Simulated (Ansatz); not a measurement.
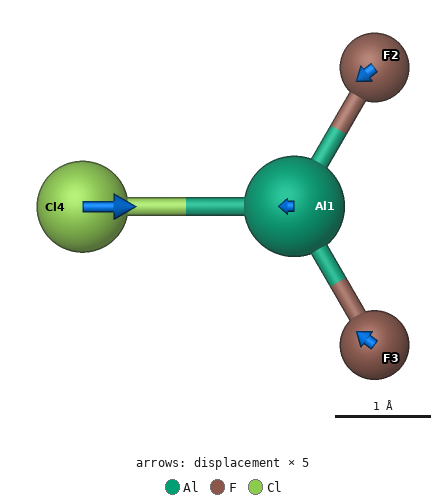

This is a relaxation of AlClF₂. The starting structure is drawn; blue arrows show the displacements, 5 times their true length. The two geometries are superimposed by the best rigid fit.

Style: ball-and-stick. Shown at a tilt.

The run prepares the start of a later molecular dynamics calculation, from a guessed geometry.

Level of theory: RKS PBE-D4/def2-SVP (Ansatz 0.2.0).

Input file:
```yaml
crystal:
  periodic: [false, false, false]
  atoms:
    - { symbol: Al, position_ang: [0.0, 0.0, 0.0] }
    - { symbol: F, position_ang: [0.0, 0.0, 1.69] }
    - { symbol: F, position_ang: [1.4635, 0.0, -0.845] }
    - { symbol: Cl, position_ang: [-1.9312, 0.0, -1.115] }
basis:
  gaussian: { orbitals: def2-SVP }
hamiltonian:
  xc: pbe
  dispersion: d4
relax:
  f_tol: 0.02
  max_steps: 40
output:
  orbitals: {}
```

Launched with:
```bash
ansatz run input.yaml --threads 1 --pin off --max-ram 2048MiB --backend cpu --events-out ev --progress --plain --runs-dir out
```

**What did the optimiser do to the structure, and how much energy did it gain?**

Cl4 moves most after the best rigid fit: 0.11 Å. By element the largest moves are Cl 0.11 Å, F 0.05 Å, Al 0.03 Å. Among the contacts that change: Al1–Cl4 2.230 → 2.080 Å, Al1–F2 1.690 → 1.661 Å. The energy falls by 18.4 kJ/mol in 4 accepted moves (5 points after the start). The largest force component goes from 1.7 to 0.009 eV/Å. The line search rejected the trial step at point 4 of the run. Cost: 5.4 s on 1 thread of Intel(R) Xeon(R) 6975P-C (Granite Rapids), with other jobs on the host, peak memory 0.13 GiB.
